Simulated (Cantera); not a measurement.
A closed system holds: 1 mol MgO, 3 mol SO3, 3.2 mol N2, equilibrated at 10.0 bar.

Equilibrium computed with Cantera from the NASA thermochemical tables; the gas is ideal and each condensed phase is pure. Candidate condensed phases: Mg, MgO, MgS, MgSO4, S; 22 gas species. Equilibrium is a limit: real reactors are often held back by kinetics, nucleation or transport.

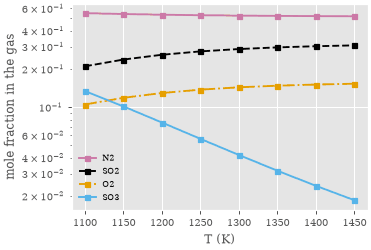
*Equilibrium gas composition (values under 1e-9 drawn at 1e-9)*

From 1100 K to 1350 K the condensed part is MgSO4(s). From 1400 K to 1450 K the condensed part is MgSO4(l).
